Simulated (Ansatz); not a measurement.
## Dielectric function and optical constants of CdNi3P (model structure)

Aim: the dielectric function of CdNi3P (model structure), and the optical constants that follow from it. The structure is a model built here, which may or may not match a known phase. It was built so: All N replaced by P in the Pm-3m structure of CdNi3N.

Method: DFT, PBE, plane-wave PAW, default files, scalar-relativistic, independent-particle optical response without local fields, in Ansatz 0.2.0.

**1. Set-up**

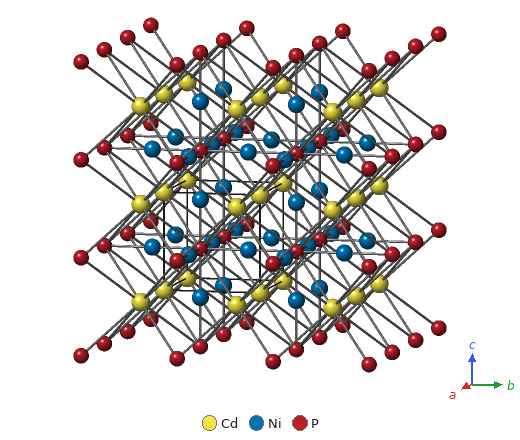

The starting structure, seen slightly off an axis (cadmium yellow, nickel blue, phosphorus red). 2×2×2 cells are drawn. Some periodic images of atoms are drawn too.

**2. Relaxation**

The structure was built or cut out here, so it is relaxed before any spectrum is computed.

This step: DFT, PBE, plane-wave PAW, default files, scalar-relativistic, relaxation (Ansatz 0.2.0).

File input.yaml:

```yaml
crystal:
  lattice:
    - [4.06071043, 0.0, 0.0]
    - [0.0, 4.06071043, 0.0]
    - [0.0, 0.0, 4.06071043]
  atoms:
    - { symbol: Cd, position: [0.0, 0.0, 0.0] }
    - { symbol: Ni, position: [0.5, 0.5, 0.0], spin: 1.0 }
    - { symbol: Ni, position: [0.5, 0.0, 0.5], spin: 1.0 }
    - { symbol: Ni, position: [0.0, 0.5, 0.5], spin: 1.0 }
    - { symbol: P, position: [0.5, 0.5, 0.5] }
magnetization:
  spin_polarized: true
kpoints:
  mp_grid: { grid: [6, 6, 6] }
scf:
  occupations: { method: fermi_dirac, width: 0.05 }
hamiltonian:
  xc: pbe
  pseudopotentials: { kind: paw }
output:
  forces: true
  stress: true
relax:
  f_tol: 0.02
  max_steps: 50
  cell: {}
```

Started as:

```console
$ ansatz run input.yaml --threads 2 --pin off --max-ram 5120MiB --backend cpu --events-out ev --progress --plain --runs-dir out
```

Numbers of over 12 decimals in the logs are rounded to 6 here.

What it wrote:

```text
Engine: ansatz 0.2.0, aarch64-unknown-linux-gnu
Pseudopotentials: kind: paw
Pseudopotential: Cd, paw, valence charge 20, recommended cutoff 420 eV (normal), Cd.paw.azcp
Pseudopotential: Ni, paw, valence charge 18, recommended cutoff 420 eV (normal), Ni.paw.azcp
Pseudopotential: P, paw, valence charge 5, recommended cutoff 420 eV (normal), P.paw.azcp
Functional definition: PBE
  parameter kappa = 0.804
  parameter beta = 0.066725
  exchange = pbe_x(kappa = kappa, mu = beta*pi^2/3)
  correlation = pbe_c(beta = beta)
Crystal: 5 atoms, lattice volume = 66.959 Å³
Basis set: ecut = 420 eV, 1357 PW (Γ), exchange–correlation on 60×60×60 points (8 copies of the dense FFT grid, shifted against one another)
Bands: 50, of which v1, the nominal top of the filled ones, is band 40 counted from 1 (39 counted from 0)
Symmetry: 48 space group operations
Space group: Pm-3m (ITA 221), of the structure as read, at distance tolerance 4.1e-5 Å
Magnetic group: BNS 221.92 (UNI 1594), of the structure as read, at distance tolerance 4.1e-5 Å
k-points: 20 of 216
Non-local potential: Cd, projectors of the file, l = 0: 3, l = 1: 2, l = 2: 2, l = 3: 1
Non-local potential: Ni, projectors of the file, l = 0: 3, l = 1: 2, l = 2: 3, l = 3: 1
Non-local potential: P, projectors of the file, l = 0: 2, l = 1: 2, l = 2: 2
PAW form: soft (Blöchl's): semilocal exchange-correlation on the pseudo side does not see the compensation charge
PAW one-centre angular grid: Cd, 590 points (default); XC on 64 Gauss nodes
PAW one-centre angular grid: Ni, 590 points (default); XC on 64 Gauss nodes
PAW one-centre angular grid: P, 110 points (default); XC on 64 Gauss nodes
Initial density: superposition of atomic densities (chi_scale 0.1, normalization cell)
Starting moments: Σ|m| = 3 μB on 3 of 5 sites
Initial wavefunctions: pseudopotential atomic-orbital guess
Functional: x = pbe(κ = 0.804, μ = 0.219515), c = pbe(β = 0.066725)
SCF iter   1: F=—  HF=-26523.406907 eV  |F-HF|=—  |Δ(HF+E_count)|=         —  Δρ=4.42e-2 (↑4.42e-2 ↓4.33e-2)  dr2=4.35e0  dr2_m=5.06e-1  M=1.671 μB ∫|m|=2.125 μB  β_m=0.30  ethr=3.10e-3  ⟨swp⟩=6.7  Hψ=7909  notcnv=0  defer=3
Mixer restart at iter 1: flushing history
preconditioner: auto → Kerker (q_TF=auto, 2.805 Å⁻¹)  [metal: Δε(μ)=0.021 eV  Ē_g=9.454 eV  σ=0.050 eV  W_gap=0.10  n_scr=26 (ndim 8)  ℏωp=31.1 eV  f_vac=0.000  D(μ)=5.55/eV (n_scr^D=80)]
spin=Collinear: Kerker preconditioning applied to the charge; magnetization (m = ρ↑ − ρ↓) channel mixes plain (no charge-response kernel on spin).
SCF iter   2: F=—  HF=-26524.907375 eV  |F-HF|=—  |Δ(HF+E_count)|=    1.50e0  Δρ=5.01e-2 (↑2.41e-2 ↓5.01e-2)  dr2=3.53e0  dr2_m=4.33e-1  M=1.577 μB ∫|m|=1.891 μB  β_m=0.65  ethr=3.10e-3  ⟨swp⟩=2.0  Hψ=2568  notcnv=0  defer=136
SCF iter   3: F=—  HF=-26528.293312 eV  |F-HF|=—  |Δ(HF+E_count)|=    3.39e0  Δρ=4.89e-2 (↑2.23e-2 ↓4.89e-2)  dr2=1.90e0  dr2_m=6.57e-1  M=0.953 μB ∫|m|=1.280 μB  β_m=0.38  ethr=3.10e-3  ⟨swp⟩=3.0  Hψ=2967  notcnv=0  defer=142
SCF iter   4: F=—  HF=-26529.174813 eV  |F-HF|=—  |Δ(HF+E_count)|=   8.82e-1  Δρ=3.98e-2 (↑1.77e-2 ↓3.98e-2)  dr2=1.19e0  dr2_m=4.39e-1  M=0.556 μB ∫|m|=0.850 μB  β_m=0.30  ethr=2.40e-3  ⟨swp⟩=2.1  Hψ=2574  notcnv=0  defer=137
SCF iter   5: F=—  HF=-26529.572431 eV  |F-HF|=—  |Δ(HF+E_count)|=   3.98e-1  Δρ=2.57e-2 (↑2.57e-2 ↓8.74e-3)  dr2=4.44e-1  dr2_m=1.10e-1  M=0.282 μB ∫|m|=0.454 μB  β_m=0.70  ethr=1.50e-3  ⟨swp⟩=2.8  Hψ=2962  notcnv=0  defer=137
SCF iter   6: F=—  HF=-26529.526253 eV  |F-HF|=—  |Δ(HF+E_count)|=   4.62e-2  Δρ=6.92e-3 (↑6.92e-3 ↓3.09e-3)  dr2=3.21e-2  dr2_m=6.60e-3  M=0.029 μB ∫|m|=0.065 μB  β_m=0.85  ethr=5.62e-4  ⟨swp⟩=3.1  Hψ=3035  notcnv=0  defer=135
SCF iter   7: F=—  HF=-26529.528004 eV  |F-HF|=—  |Δ(HF+E_count)|=         —  Δρ=2.68e-3 (↑1.84e-3 ↓2.68e-3)  dr2=6.72e-4  dr2_m=2.94e-3  M=0.005 μB ∫|m|=0.008 μB  β_m=0.85  ethr=4.06e-5  ⟨swp⟩=2.0  Hψ=3133  notcnv=0  defer=138
Mixer restart at iter 7: flushing history
SCF iter   8: F=—  HF=-26529.528108 eV  |F-HF|=—  |Δ(HF+E_count)|=   1.04e-4  Δρ=6.68e-4 (↑4.31e-4 ↓6.68e-4)  dr2=1.91e-4  dr2_m=1.61e-4  M=0.001 μB ∫|m|=0.002 μB  β_m=0.93  ethr=8.51e-7  ⟨swp⟩=2.4  Hψ=3441  notcnv=0  defer=138
SCF iter   9: F=—  HF=-26529.528056 eV  |F-HF|=—  |Δ(HF+E_count)|=   5.26e-5  Δρ=1.55e-4 (↑1.42e-4 ↓1.55e-4)  dr2=6.09e-5  dr2_m=8.51e-8  M=0.000 μB ∫|m|=0.000 μB  β_m=0.90  ethr=2.41e-7  ⟨swp⟩=2.1  Hψ=2870  notcnv=0  defer=138
SCF iter  10: F=—  HF=-26529.528081 eV  |F-HF|=—  |Δ(HF+E_count)|=   2.49e-5  Δρ=3.47e-4 (↑3.47e-4 ↓3.47e-4)  dr2=1.75e-4  dr2_m=7.23e-9  M=-0.000 μB ∫|m|=0.000 μB  β_m=0.90  ethr=7.70e-8  ⟨swp⟩=2.0  Hψ=3596  notcnv=0  defer=138
SCF iter  11: F=—  HF=-26529.528046 eV  |F-HF|=—  |Δ(HF+E_count)|=   3.48e-5  Δρ=6.36e-5 (↑6.36e-5 ↓5.71e-5)  dr2=7.80e-6  dr2_m=8.49e-9  M=0.000 μB ∫|m|=0.000 μB  β_m=0.95  ethr=7.70e-8  ⟨swp⟩=2.0  Hψ=3361  notcnv=0  defer=138
SCF iter  12: F=—  HF=-26529.528046 eV  |F-HF|=—  |Δ(HF+E_count)|=   1.48e-7  Δρ=1.90e-5 (↑1.90e-5 ↓1.89e-5)  dr2=5.94e-7  dr2_m=3.12e-11  M=0.000 μB ∫|m|=0.000 μB  β_m=0.85  ethr=9.88e-9  ⟨swp⟩=2.0  Hψ=2767  notcnv=0  defer=138
SCF iter  13: F=—  HF=-26529.528046 eV  |F-HF|=—  |Δ(HF+E_count)|=   1.22e-7  Δρ=1.34e-5 (↑1.34e-5 ↓1.13e-5)  dr2=2.36e-7  dr2_m=7.85e-10  M=-0.000 μB ∫|m|=0.000 μB  β_m=0.92  ethr=7.52e-10  ⟨swp⟩=2.0  Hψ=3312  notcnv=0  defer=138
SCF iter  14: F=—  HF=-26529.528046 eV  |F-HF|=—  |Δ(HF+E_count)|=   5.04e-9  Δρ=4.13e-6 (↑4.13e-6 ↓3.16e-6)  dr2=2.17e-8  dr2_m=1.82e-10  M=-0.000 μB ∫|m|=0.000 μB  β_m=0.92  ethr=2.98e-10  ⟨swp⟩=2.1  Hψ=2370  notcnv=0  defer=138
SCF iter  15: F=-26529.528046 eV  HF=-26529.528046 eV  |F-HF|=2.26e-10  |Δ(HF+E_count)|=   3.01e-9  Δρ=5.09e-7 (↑5.09e-7 ↓3.10e-7)  dr2=3.08e-10  dr2_m=7.33e-12  M=-0.000 μB ∫|m|=0.000 μB  ethr=2.74e-11  ⟨swp⟩=2.3  Hψ=6216  notcnv=0
WARN: the starting moments were not kept: the SCF closed with an absolute magnetisation of 2.5e-6 μB, where they sum to 3 μB in size (3 sites). That is at most 0.1 of that sum. Measured as dr2_m measures the in/out step, that magnetisation stands 2.6e-12 eV from none, at or under the dr2_threshold of 1.0e-7 eV: it is no larger than a step whose dr2_m would equal this threshold. The system may hold no moment; this SCF [...]
SCF 1 converged in 15 iterations: F = -26529.528046 eV  dr2 = 3.08e-10
  greatest PAW one-centre occupation: 1.001 electrons in one spin orbital (limit 2), on the Ni atom at site 1 (counted from 0), in its partial waves of l = 1
[...]
greatest PAW one-centre occupation: 1.001 electrons in one spin orbital (limit 2), on the Ni atom at site 3 (counted from 0), in its partial waves of l = 1
relax step   3: F+E_penalty+E_count = -26529.82317807 eV  Δ(F+E_penalty+E_count) = -4.397e-3 eV  max|allowed force component| = 1.544e-28 eV/Å  Δτ_max = 0.0000 Å  P = +0.252 GPa  Ω = 73.699 Å³  energy of the carried Pulay correction = -2.903e-3 eV  (9 SCF iters, dr2 threshold 5.00e-7 eV, accepted)
[...]
relax step   4: F+E_penalty+E_count = -26529.82323303 eV  Δ(F+E_penalty+E_count) = -5.496e-5 eV  max|allowed force component| = 3.034e-29 eV/Å  Δτ_max = 0.0000 Å  P = -0.001 GPa  Ω = 73.848 Å³  energy of the carried Pulay correction = -2.964e-3 eV  (8 SCF iters, dr2 threshold 1.59e-7 eV, accepted)
Initial wavefunctions: pseudopotential atomic-orbital guess (no wavefunctions were taken with the density)
iter 1 solved again at ethr=1.21e-7 eV; its pass at ethr=3.10e-3 eV (dr2=9.60e-5 eV) is discarded
SCF iter   1: F=—  HF=-26529.822997 eV  |F-HF|=—  |Δ(HF+E_count)|=         —  Δρ=5.43e-4 (↑5.43e-4 ↓5.43e-4)  dr2=3.61e-5  dr2_m=6.25e-13  M=0.000 μB ∫|m|=0.000 μB  β_m=0.65  ethr=1.21e-7  ⟨swp⟩=3.9  Hψ=14356  notcnv=0
preconditioner: auto → Resta (q_TF=auto, 2.759 Å⁻¹)  ε∞=10.4  [insulator: Δε(μ)=0.162 eV  Ē_g=9.662 eV  σ=0.050 eV  W_gap=0.67  n_scr=26 (ndim 8)  ℏωp=29.6 eV  f_vac=0.000  D(μ)=1.62/eV (n_scr^D=6)  ε∞_Penn≈10.4]
spin=Collinear: Resta preconditioning applied to the charge; magnetization (m = ρ↑ − ρ↓) channel mixes plain (no charge-response kernel on spin).
SCF iter   2: F=—  HF=-26529.825899 eV  |F-HF|=—  |Δ(HF+E_count)|=   2.90e-3  Δρ=1.95e-4 (↑1.95e-4 ↓1.95e-4)  dr2=5.02e-6  dr2_m=2.11e-13  M=0.000 μB ∫|m|=0.000 μB  β_m=0.52  ethr=4.57e-8  ⟨swp⟩=2.0  Hψ=2607  notcnv=0
SCF iter   3: F=—  HF=-26529.826215 eV  |F-HF|=—  |Δ(HF+E_count)|=   3.17e-4  Δρ=1.04e-4 (↑1.04e-4 ↓1.04e-4)  dr2=2.33e-6  dr2_m=2.35e-14  M=0.000 μB ∫|m|=0.000 μB  β_m=0.51  ethr=6.36e-9  ⟨swp⟩=2.0  Hψ=3498  notcnv=0
SCF iter   4: F=—  HF=-26529.826327 eV  |F-HF|=—  |Δ(HF+E_count)|=   1.12e-4  Δρ=1.96e-5 (↑1.96e-5 ↓1.96e-5)  dr2=5.07e-7  dr2_m=8.06e-15  M=0.000 μB ∫|m|=0.000 μB  β_m=0.65  ethr=2.95e-9  ⟨swp⟩=2.0  Hψ=2535  notcnv=0
SCF iter   5: F=—  HF=-26529.826330 eV  |F-HF|=—  |Δ(HF+E_count)|=   2.41e-6  Δρ=1.72e-5 (↑1.72e-5 ↓1.72e-5)  dr2=6.18e-7  dr2_m=8.80e-15  M=0.000 μB ∫|m|=0.000 μB  β_m=0.83  ethr=6.42e-10  ⟨swp⟩=1.9  Hψ=2166  notcnv=0
SCF iter   6: F=—  HF=-26529.826331 eV  |F-HF|=—  |Δ(HF+E_count)|=   9.04e-7  Δρ=3.20e-6 (↑3.20e-6 ↓3.20e-6)  dr2=4.31e-8  dr2_m=2.00e-14  M=0.000 μB ∫|m|=0.000 μB  β_m=0.91  ethr=6.42e-10  ⟨swp⟩=2.0  Hψ=2908  notcnv=0
SCF iter   7: F=—  HF=-26529.826331 eV  |F-HF|=—  |Δ(HF+E_count)|=   7.74e-9  Δρ=3.17e-6 (↑3.17e-6 ↓3.17e-6)  dr2=2.60e-8  dr2_m=5.66e-15  M=0.000 μB ∫|m|=0.000 μB  β_m=0.96  ethr=5.45e-11  ⟨swp⟩=1.7  Hψ=2142  notcnv=0
SCF iter   8: F=—  HF=-26529.826331 eV  |F-HF|=—  |Δ(HF+E_count)|=   1.12e-8  Δρ=3.20e-7 (↑3.20e-7 ↓3.16e-7)  dr2=2.29e-10  dr2_m=3.68e-15  M=-0.000 μB ∫|m|=0.000 μB  β_m=0.98  ethr=3.29e-11  ⟨swp⟩=2.0  Hψ=2958  notcnv=0
SCF iter   9: F=—  HF=-26529.826353 eV  |F-HF|=—  |Δ(HF+E_count)|=   2.26e-5  Δρ=4.99e-7 (↑4.99e-7 ↓4.99e-7)  dr2=4.98e-10  dr2_m=9.56e-16  M=-0.000 μB ∫|m|=0.000 μB  β_m=0.98  ethr=1.00e-12  ⟨swp⟩=3.1  Hψ=4310  notcnv=0
SCF iter  10: F=—  HF=-26529.826353 eV  |F-HF|=—  |Δ(HF+E_count)|=  1.82e-11  Δρ=5.20e-7 (↑5.20e-7 ↓5.20e-7)  dr2=5.52e-10  dr2_m=9.36e-16  M=-0.000 μB ∫|m|=0.000 μB  β_m=0.85  ethr=1.00e-12  ⟨swp⟩=1.0  Hψ=2001  notcnv=0
SCF iter  11: F=—  HF=-26529.826353 eV  |F-HF|=—  |Δ(HF+E_count)|=  5.24e-10  Δρ=2.64e-7 (↑2.64e-7 ↓2.64e-7)  dr2=1.56e-10  dr2_m=7.50e-16  M=0.000 μB ∫|m|=0.000 μB  β_m=0.92  ethr=1.00e-12  ⟨swp⟩=1.6  Hψ=2109  notcnv=0
SCF iter  12: F=—  HF=-26529.826353 eV  |F-HF|=—  |Δ(HF+E_count)|=  1.56e-10  Δρ=7.44e-8 (↑7.44e-8 ↓7.32e-8)  dr2=1.23e-11  dr2_m=7.44e-16  M=0.000 μB ∫|m|=0.000 μB  β_m=0.96  ethr=1.00e-12  ⟨swp⟩=1.8  Hψ=2076  notcnv=0
SCF iter  13: F=-26529.826353 eV  HF=-26529.826353 eV  |F-HF|=7.28e-12  |Δ(HF+E_count)|=  3.64e-12  Δρ=3.16e-8 (↑3.16e-8 ↓3.12e-8)  dr2=2.25e-12  dr2_m=4.14e-17  M=0.000 μB ∫|m|=0.000 μB  ethr=1.00e-12  ⟨swp⟩=3.0  Hψ=6168  notcnv=0
the starting moments were not kept: the SCF closed with an absolute magnetisation of 6.7e-9 μB, where they sum to 3 μB in size (3 sites). That is at most 0.1 of that sum. Measured as dr2_m measures the in/out step, that magnetisation stands 2.1e-17 eV from none, at or under the dr2_threshold of 5.0e-11 eV: it is no larger than a step whose dr2_m would equal this threshold.
SCF 5 converged in 13 iterations: F = -26529.826353 eV  dr2 = 2.25e-12
relax step   5: F+E_penalty+E_count = -26529.82635334 eV  Δ(F+E_penalty+E_count) = -3.120e-3 eV  max|allowed force component| = 1.767e-29 eV/Å  Δτ_max = 0.0000 Å  P = +0.032 GPa  Ω = 73.848 Å³  stress off target by 3.18e-2 GPa  SCF on the basis re-selected at this cell (its energy is not comparable with the rows above)  (13 SCF iters)
basis re-selected at this cell: Δ(F+E_penalty+E_count) = -3.120e-3 eV, ΔP = +0.033 GPa vs the last step (what re-selecting the basis moved, of the pressure what is left beyond the Pulay correction that the steps carried, after the strain that the cell walked since its last selection, with what the two solves' SCF thresholds leave and, on support functions, any second-order correction that the steps lacked; it is no m [...]
SCF converged after 13 iterations
Magnetization: 0.0000 μB (39.5000 up, 39.5000 down)
Absolute magnetization: 0.0000 μB (∫|ρ↑−ρ↓|, with the PAW one-centre terms)
Spin contamination: 0.0000 ħ² per cell (⟨S²⟩ above its minimum at these occupations)
Per-site moments (μB) at R_I (Å): [(-1.6033257665952805e-10, 1.223737), (1.3896846506767613e-9, 0.865312), (1.3896845067042593e-9, 0.865312), (1.3896845772027138e-9, 0.865312), (6.489762982296787e-11, 0.865312)]
Free energy (F): -26529.826353 eV
Harris-Foulkes:  -26529.826353 eV  (|F-HF|=7.28e-12)
Internal energy: -26529.811589 eV  (E = F + TS)
E sigma→0 (E₀):  -26529.818971 eV
Entropy (-TS):   -0.014764 eV (-2.953 meV/atom)
Fermi energy:    13.956179 eV
--- Per-component energies (eV) ---
  E_band       = -1434.547758
  E_kinetic    = 1433.520048
  E_local      = -15176.466383  (includes V_loc(G=0)·N_el)
  E_nonlocal   = 1993.313668
  E_hartree    = 6541.294179
  E_xc         = -492.348379
  E_vxc        = -609.958651  (∫ρ·V_xc dr)
  E_paw        = -9560.241488  (= ΣΔE_a)
  E_vpaw       = -2157.546620  (= ΣTr[D̂ρ^β])
  E_aug_tail   = 0.001635  (compensation charges beyond the density's cutoff)
  E_ewald      = -11268.884867
  E_smearing   = -0.014764  (= −TS)
  E_closure    = -0.000000  (closes the sum)
  Σ components = -26529.826353   (vs F -26529.826353, Δ=0.00e0)
--- Forces (eV/Å), atoms counted from 1 ---
  atom   1  Cd     0.00000000    -0.00000000    -0.00000000
  atom   2  Ni    -0.00000000    -0.00000000     0.00000000
  atom   3  Ni    -0.00000000     0.00000000     0.00000000
  atom   4  Ni     0.00000000     0.00000000    -0.00000000
  atom   5  P     -0.00000000    -0.00000000     0.00000000
  max |Σ_I F_I| component: 2.04e-29 eV/Å
--- Stress (GPa, compression-positive) ---
        0.031839      -0.000000      -0.000000
       -0.000000       0.031839       0.000000
       -0.000000       0.000000       0.031839
  P = ⅓ Tr σ = 0.0318 GPa (0.318 kbar)
--- Relaxed structure (4 steps of the walk, 4 accepted, 1 SCFs on fresh bases) ---
  F+E_penalty+E_count = -26529.82635334 eV   max|allowed force component| = 1.767e-29 eV/Å   (the final SCF, on the basis selected at the relaxed cell)
  cell:  # Å, volume = 73.8477 Å³
    - [4.195455, 0, 0]
    - [0, 4.195455, 0]
    - [0, 0, 4.195455]
  atoms:
    - { symbol: Cd, position: [0, 0, 0] }
    - { symbol: Ni, position: [0.5, 0.5, 0] }
    - { symbol: Ni, position: [0.5, 0, 0.5] }
    - { symbol: Ni, position: [0, 0.5, 0.5] }
    - { symbol: P, position: [0.5, 0.5, 0.5] }
```

The job ended after 29 s (2 threads of Arm Neoverse V1, shared host; peak memory 0.45 GiB; 55 s of CPU time).

The steps of the relaxation:

| step | energy less that of the first step (eV) | largest force component (eV/Å) | pressure (GPa) | volume (Å³) |
| --- | --- | --- | --- | --- |
| 1 | 0.0000 | 0.0000 | 15.18 | 66.96 |
| 2 | -0.2907 | 0.0000 | 1.66 | 72.90 |
| 3 | -0.2951 | 0.0000 | 0.25 | 73.70 |
| 4 | -0.2952 | 0.0000 | 0.00 | 73.85 |
| 5* | -0.2983 | 0.0000 | 0.03 | 73.85 |

Relaxation steps marked * repeat the geometry before them on a plane-wave basis chosen anew for their cell, so energy and pressure can jump there.

Forces are held to the 48 operations that the run works with; a distortion that breaks them can't arise in this run.

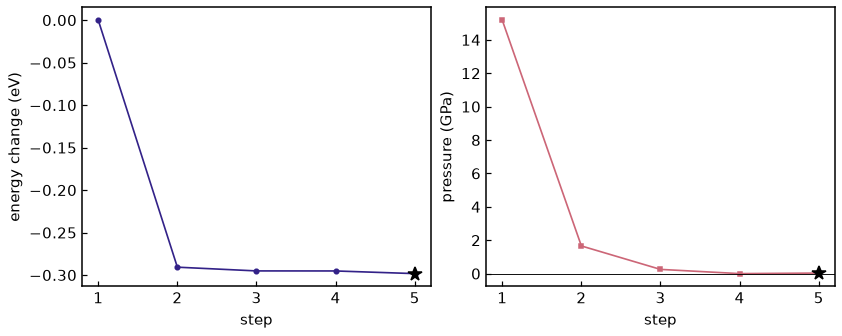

Energy and pressure along the relaxation. Stars mark steps on a basis chosen anew.

```csv
"conventional cell, symmetrised",before,after,change
a (Å),4.061,4.195,+3.3 %
b (Å),4.061,4.195,+3.3 %
c (Å),4.061,4.195,+3.3 %
volume (Å³/atom),13.39,14.77,+10.3 %
```

Final coordinates:

```xyz
5
Lattice="4.1955 0.0000 0.0000 0.0000 4.1955 0.0000 0.0000 0.0000 4.1955" Properties=species:S:1:pos:R:3 pbc="T T T"
Cd    0.0000    0.0000    0.0000
Ni    2.0977    2.0977    0.0000
Ni    2.0977    0.0000    2.0977
Ni    0.0000    2.0977    2.0977
P     2.0977    2.0977    2.0977
```

The relaxation ends with a pressure of 0.03 GPa. The starting moments have collapsed: the run ends non-magnetic.

(Part 1 of 2 ends here.)

[Logs are printed without paths, hosts, clocks, repeated set-up lines and the standing remarks that a program may print on its own settings, such as how far it seeks lower states.]

[Hosts, paths, dates, database ids (printed as entryN), source tags and the programs' standing remarks are cut or masked in the printed files.]
